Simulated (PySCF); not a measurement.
Ionisation energy of Ar⁺ ([Ne] 3s² 3p⁵ → [Ne] 3s² 3p⁴). PySCF, aug-cc-pVDZ-DK, spin-free X2C-1e, unrestricted single determinants, no spin-orbit coupling. Methods marked “valence” freeze 10 core electrons.

By method:

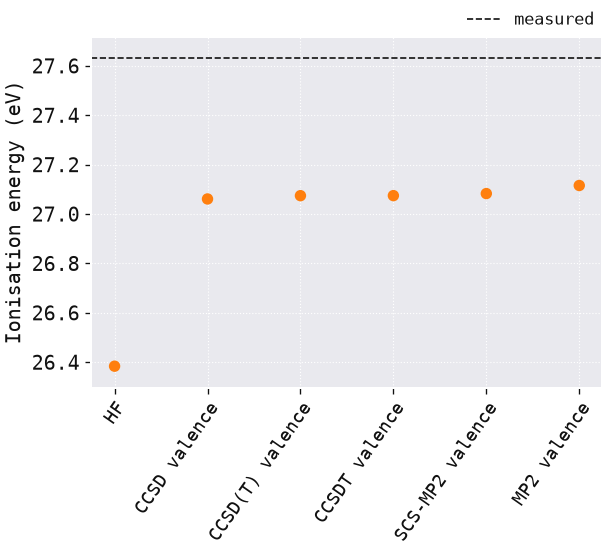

```json
{"Method": "HF", "Ionisation energy (eV)": "26.384"}
{"Method": "MP2 valence", "Ionisation energy (eV)": "27.115"}
{"Method": "SCS-MP2 valence", "Ionisation energy (eV)": "27.083"}
{"Method": "CCSD valence", "Ionisation energy (eV)": "27.061"}
{"Method": "CCSD(T) valence", "Ionisation energy (eV)": "27.074"}
{"Method": "CCSDT valence", "Ionisation energy (eV)": "27.074"}
```

The values run from 26.384 eV (HF) to 27.115 eV (MP2 valence). The measured value is 27.630 eV; nearest to it come MP2 valence (−0.514) and SCS-MP2 valence (−0.547), furthest HF (−1.246 eV). These values lack spin-orbit coupling; with the first-order correction of −0.0060 eV added, MP2 valence comes nearest (−0.520).
